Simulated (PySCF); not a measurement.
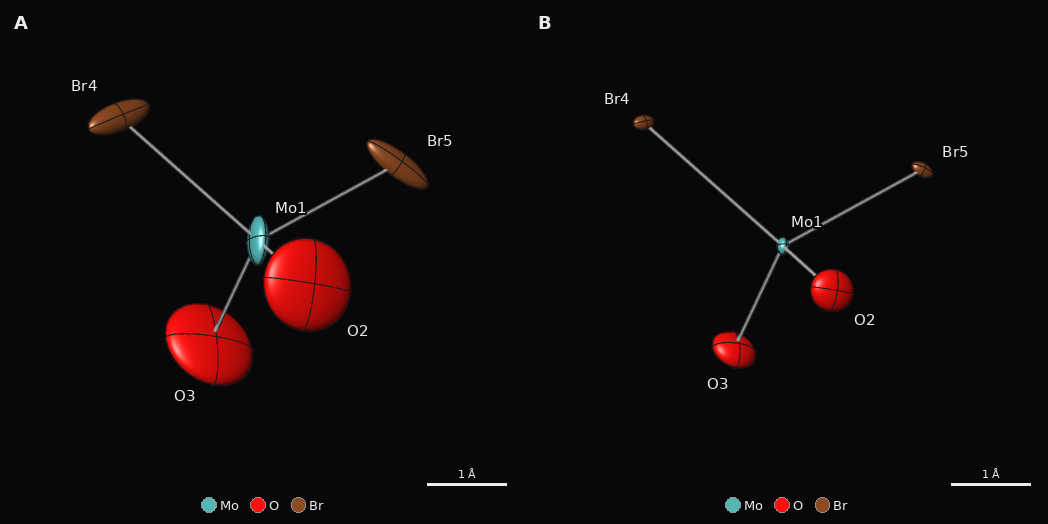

Displacement ellipsoids at the 50 % level, scaled by 3, from the internal vibrations of the free molecule (harmonic, no overall translation or rotation; no half-axis is drawn under 0.075 Å). The species is neutral and a spin singlet. Vibrations computed with RKS-based PBE0, Mo def2-SVP with ECP28, O def2-SVP, Br def2-SVP; scalar-relativistic core potentials; density fitting (PySCF 2.14.0). One panel is for 0 K (zero-point motion alone), the other for 600 K.

> Which panel is for 600 K?

A.

> How much does the mean-square displacement of Br4 grow, and why?

U_eq goes from 0.00056 to 0.0044 Å², a factor of 7.9. Modes below kT (417 cm⁻¹ at 600 K) grow about in proportion to T, and the lowest lies at 79 cm⁻¹; the mean-square amplitude of a mode is its zero-point value times coth(ħω/2kT), which comes close to 1 only above about 3kT.

The search tried a few shapes and spins; others may lie lower.
